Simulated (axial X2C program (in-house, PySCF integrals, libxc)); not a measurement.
# TcLi⁺: bond curves with and without spin–orbit coupling, part 2 of 2

Computed with an in-house X2C program for linear molecules on PySCF integrals; all-electron X2C, Tc dyall-cv3z, Li dyall-cv3z. Earlier steps stand in the parts before.

### 9 PBE0, 2c

State followed: Ω = 5/2 (excess of +ω over −ω: ω = 5/2). The scan is laid around 2.826 Å, a first estimate of the minimum, and this SCF restarts from the orbitals of the search.

The SCF at the reference distance of 2.826 Å:

```text
two-component X2C + atomic mean field  PBE0
basis functions 191  fitting functions 857  grid points 5084
iter        total energy     max residual
   1      -4290.606721825     7.23e-05
   2      -4290.606721842     1.69e-05
   3      -4290.606721850     3.79e-05
   4      -4290.606721851     9.09e-06
converged
one-electron -5952.50219283  Coulomb 1770.85686956  exact exchange -32.26842089  xc functional -98.78463890  nuclear repulsion 24.15564763  atomic mean-field constant -2.06398642
```

Along the bond, energies from the lowest point:

| R (Å) | E (eV) | μ (D) | HOMO (eV) | LUMO (eV) | iterations |
| --- | --- | --- | --- | --- | --- |
| 2.459 | 0.1772 | 5.92 | -10.65 | -7.20 | 28 |
| 2.572 | 0.0747 | 6.25 | -10.53 | -7.14 | 16 |
| 2.656 | 0.0296 | 6.51 | -10.45 | -7.10 | 14 |
| 2.741 | 0.0062 | 6.79 | -10.35 | -7.06 | 13 |
| 2.826 | 0.0000 | 7.08 | -10.26 | -7.02 | 4 |
| 2.925 | 0.0094 | 7.44 | -10.15 | -6.97 | 14 |
| 3.024 | 0.0331 | 7.81 | -10.04 | -6.92 | 14 |
| 3.151 | 0.0778 | 8.30 | -9.91 | -6.86 | 14 |
| 3.306 | 0.1473 | 8.93 | -9.74 | -6.78 | 13 |
| 3.533 | 0.2623 | 9.87 | -9.50 | -6.68 | 13 |

Dipoles are positive if Li is the positive end and refer to the centre of mass.

Outer spinors at the reference distance:

```json
{"ω": "-3/2", "occupied": "yes", "ε (eV)": "-13.67", "atomic character": "100% Tc d", "λ mixture": "100% δ"}
{"ω": "5/2", "occupied": "yes", "ε (eV)": "-13.45", "atomic character": "100% Tc d", "λ mixture": "100% δ"}
{"ω": "-1/2", "occupied": "yes", "ε (eV)": "-13.27", "atomic character": "99% Tc d", "λ mixture": "100% π"}
{"ω": "3/2", "occupied": "yes", "ε (eV)": "-13.16", "atomic character": "99% Tc d", "λ mixture": "100% π"}
{"ω": "1/2", "occupied": "yes", "ε (eV)": "-12.78", "atomic character": "98% Tc d", "λ mixture": "100% σ"}
{"ω": "1/2", "occupied": "yes", "ε (eV)": "-10.77", "atomic character": "66% Tc s, 16% Li p, 15% Li s", "λ mixture": "100% σ"}
{"ω": "-1/2", "occupied": "yes", "ε (eV)": "-10.26", "atomic character": "51% Tc d, 20% Tc s, 15% Li s", "λ mixture": "100% σ"}
{"ω": "-1/2", "occupied": "no", "ε (eV)": "-7.02", "atomic character": "46% Tc d, 31% Tc s, 16% Li s", "λ mixture": "100% σ"}
{"ω": "1/2", "occupied": "no", "ε (eV)": "-6.75", "atomic character": "92% Tc d, 6% Li p", "λ mixture": "100% π"}
{"ω": "3/2", "occupied": "no", "ε (eV)": "-6.73", "atomic character": "100% Tc d", "λ mixture": "100% δ"}
{"ω": "-3/2", "occupied": "no", "ε (eV)": "-6.67", "atomic character": "91% Tc d, 7% Li p", "λ mixture": "100% π"}
```

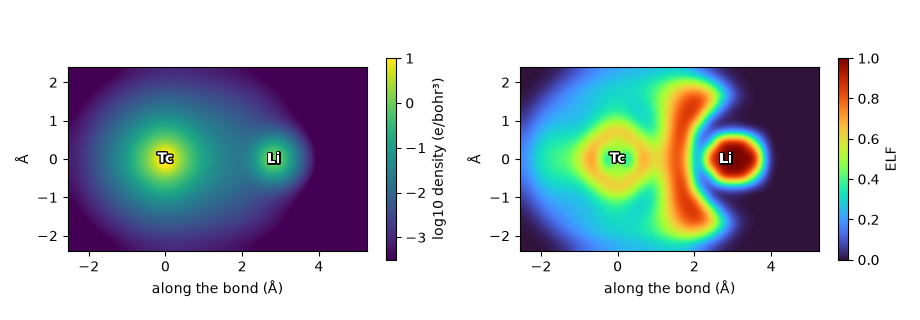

PBE0 fields in a plane through the axis, from a grid of 0.3 Å; Tc lies at z = 0 and Li at z = 2.826 Å; the ELF is damped to zero where the density is low.

Re = 2.819 Å, ωe = 281.8 cm⁻¹, ωexe = 2.07 cm⁻¹, Be = 0.3237 cm⁻¹, De = 1.39 eV, μ = 7.06 D.

### 10 HF, 2c

The SCF at the reference distance of 2.826 Å:

```text
two-component X2C + atomic mean field  HF
basis functions 191  fitting functions 857  grid points 5084
iter        total energy     max residual
   1      -4288.627345627     4.31e-01
   2      -4288.646339942     8.96e-03
   3      -4288.648872704     3.51e-02
   4      -4288.653249399     6.60e-02
   5      -4288.655941429     5.10e-02
   6      -4288.658687347     6.37e-03
   7      -4288.659679694     9.73e-03
   8      -4288.659772886     4.41e-03
   9      -4288.659849251     2.95e-03
  10      -4288.659866888     2.49e-03
  11      -4288.659877044     4.98e-04
  12      -4288.659878914     3.07e-04
  13      -4288.659879450     2.78e-04
  14      -4288.659879591     6.20e-05
  15      -4288.659879661     7.36e-05
  16      -4288.659879716     1.11e-04
  17      -4288.659879744     5.71e-05
  18      -4288.659879752     6.20e-06
  19      -4288.659879753     6.39e-06
  20      -4288.659879753     4.40e-06
  21      -4288.659879753     1.25e-06
converged
one-electron -5950.13167997  Coulomb 1768.52905122  exact exchange -129.14891221  xc functional 0.00000000  nuclear repulsion 24.15564763  atomic mean-field constant -2.06398642
```

No constants are quoted: too few points lie around the minimum for a second fit to confirm the first.

### 11 BLYP, 2c

The SCF at the reference distance of 2.826 Å:

```text
two-component X2C + atomic mean field  BLYP
basis functions 191  fitting functions 857  grid points 5084
iter        total energy     max residual
   1      -4291.083993763     1.48e-01
   2      -4291.088507441     6.14e-03
   3      -4291.088551788     2.25e-02
   4      -4291.089047493     1.16e-03
   5      -4291.089067492     1.06e-03
   6      -4291.089072722     3.54e-04
   7      -4291.089074899     4.29e-04
   8      -4291.089075600     4.19e-05
   9      -4291.089075634     2.24e-05
  10      -4291.089075638     1.21e-05
converged
one-electron -5952.11361150  Coulomb 1770.43864560  exact exchange 0.00000000  xc functional -131.50577095  nuclear repulsion 24.15564763  atomic mean-field constant -2.06398642
```

Re = 2.823 Å, ωe = 278.3 cm⁻¹, ωexe = 2.16 cm⁻¹, Be = 0.3228 cm⁻¹, De = 1.33 eV, μ = 7.35 D.

### 12 Correlated methods, 2c

Correlated methods: 7 electrons correlated (frozen shells, counted by type: Tc 4 s, 3 p, 1 d; Li 1 s), 257 virtual spinors in MP2, 86 natural virtuals in coupled cluster.

Output of the correlated part at 2.826 Å:

```text
correlated 7  virtual 257  natural virtual 86  E(MP2) -0.114340823  MP2 remainder -0.001708849
iter   CCSD correlation   residual
   1     -0.120806897   9.95e-02
   2     -0.126303882   5.84e-02
   3     -0.128440991   3.09e-02
   4     -0.129429993   1.52e-02
   5     -0.129752198   4.85e-03
   6     -0.129756934   1.25e-03
   7     -0.129766304   4.29e-04
   8     -0.129766567   1.89e-04
   9     -0.129768288   7.43e-05
  10     -0.129768034   2.31e-05
  11     -0.129768274   8.19e-06
  12     -0.129768297   3.60e-06
  13     -0.129768349   1.67e-06
  14     -0.129768359   7.17e-07
(T) -0.004926146  T1 0.0821  D1 0.1927  max T2 0.109
```

MP2: No constants are quoted: the reference is strongly spin-contaminated.

CCSD: No constants are quoted: too few points lie around the minimum for a second fit to confirm the first.

CCSD(T): Re = 2.911 Å, ωe = 268.0 cm⁻¹, ωexe = 1.98 cm⁻¹, Be = 0.3038 cm⁻¹, De = 0.941 eV. T1 at Re = 0.060 (Lee–Taylor, the printed value over √2).

### 13 A higher determinant, 2c

State: Ω = 7/2 (excess of +ω over −ω: 2 × ω = 1/2, ω = 5/2).

Output at the reference distance:

```text
two-component X2C + atomic mean field  PBE0
basis functions 191  fitting functions 857  grid points 5084
iter        total energy     max residual
   1      -4290.584585841     5.74e-05
   2      -4290.584585848     2.03e-05
   3      -4290.584585853     2.40e-05
   4      -4290.584585853     2.34e-06
converged
one-electron -5954.57738646  Coulomb 1772.98846793  exact exchange -32.27707799  xc functional -98.81025055  nuclear repulsion 24.15564763  atomic mean-field constant -2.06398642
```

| R (Å) | E above the lowest PBE0 point (eV) |
| --- | --- |
| 2.459 | 0.735 |
| 2.572 | 0.662 |
| 2.656 | 0.628 |
| 2.741 | 0.610 |
| 2.826 | 0.602 |
| 2.925 | 0.605 |
| 3.024 | 0.619 |
| 3.151 | 0.646 |
| 3.306 | 0.691 |

Re = 2.846 Å, ωe = 225.5 cm⁻¹, Be = 0.3176 cm⁻¹, μ = 7.72 D. Te = 0.60 eV.

### 14 The 2c curves together

Energy (eV) of the followed determinant, 2c, from each level's lowest point:

| R (Å) | PBE0 | HF | MP2 (spin-contaminated) | CCSD | CCSD(T) | BLYP |
| --- | --- | --- | --- | --- | --- | --- |
| 2.459 | 0.177 | 0.595 | 0.234 | n/a | n/a | 0.180 |
| 2.572 | 0.075 | 0.387 | 0.113 | 0.147 | 0.136 | 0.076 |
| 2.656 | 0.030 | 0.270 | 0.056 | 0.078 | 0.070 | 0.031 |
| 2.741 | 0.006 | 0.181 | 0.021 | 0.034 | 0.029 | 0.007 |
| 2.826 | 0.000 | 0.113 | 0.003 | 0.009 | 0.006 | 0.000 |
| 2.925 | 0.009 | 0.058 | 0.000 | 0.000 | 0.000 | 0.008 |
| 3.024 | 0.033 | 0.023 | 0.011 | 0.007 | 0.010 | 0.031 |
| 3.151 | 0.078 | 0.000 | 0.042 | 0.035 | 0.040 | 0.074 |
| 3.306 | 0.147 | 0.000 | 0.095 | n/a | n/a | 0.140 |
| 3.533 | 0.262 | 0.036 | 0.191 | n/a | n/a | 0.249 |

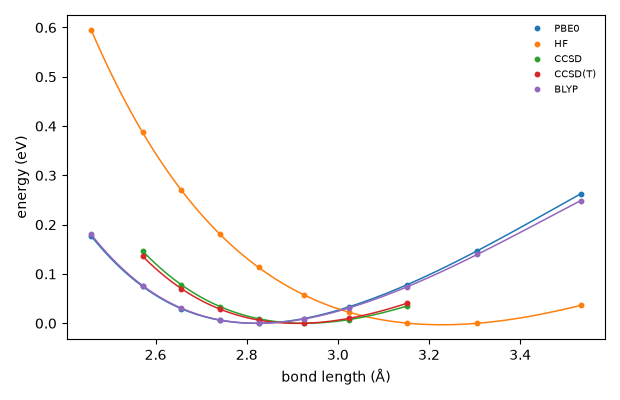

Curves of the followed state, 2c, each from its own lowest point. Left out: MP2.

The whole job took 2.5 min on 1 thread of Arm Neoverse V1, shared host; peak memory 0.48 GiB.

### 15 Constants

What follows sums up all 2 parts.

Lowest determinant that the search found at its distance, spin-free: M_S = 5/2, Λ = 0 (beyond closed shells: σα, π+α, π-α, δ+α, δ-α).

Lowest determinant that the search found at its distance, 2c: Ω = 5/2 (excess of +ω over −ω: ω = 5/2).

```
Hamiltonian    level  Re (Å)  ωe (cm⁻¹)  De (eV)  μ (D)
  spin-free     PBE0   2.819      281.9     1.40   7.06
  spin-free  CCSD(T)   2.911      268.1    0.940    n/a
  spin-free     BLYP   2.823      278.5     1.33   7.35
         2c     PBE0   2.819      281.8     1.39   7.06
         2c  CCSD(T)   2.911      268.0    0.941    n/a
         2c     BLYP   2.823      278.3     1.33   7.35
```

Dipoles are positive if Li is the positive end and refer to the centre of mass. No constants: spin-free HF (too few points lie around the minimum for a second fit to confirm the first); spin-free MP2 (the reference is strongly spin-contaminated); spin-free CCSD (too few points lie around the minimum for a second fit to confirm the first); 2c HF (too few points lie around the minimum for a second fit to confirm the first); 2c MP2 (the reference is strongly spin-contaminated); 2c CCSD (too few points lie around the minimum for a second fit to confirm the first).

Time per point (s) on 1 thread of Arm Neoverse V1, shared host (2c runs); the times are rough: PBE0 0.8, CCSD(T) 2.5, BLYP 0.43.

**Reading.** At CCSD(T), going from spin-free to two-component changes Re by 0 mÅ, ωe by 0.0 %; the spin-free picture holds up (part of it comes from the scalar share of the two-electron terms). De moves by 0.00 eV; both De rest on single-determinant atoms, which can miss part of an open shell's spin–orbit lowering.

De refers to Tc + Li+, each in the lowest determinant found, which need not be this curve's own limit. Each curve is one determinant whose occupation by symmetry is held fixed; it was picked as the lowest of a PBE0 search that is not exhaustive. De is counted from the lowest determinant-based energies of the atoms at the same level, without counterpoise correction. Density functionals use the spin component along the axis (collinear). Coupled cluster ran in a truncated set of natural virtual spinors; the MP2 energy of the rest was added. With several unpaired electrons one determinant need not be a pure state. The spin-free determinant is spin-contaminated at some levels. T1 at Re is 0.060 (Lee–Taylor), above the customary mark of 0.02.
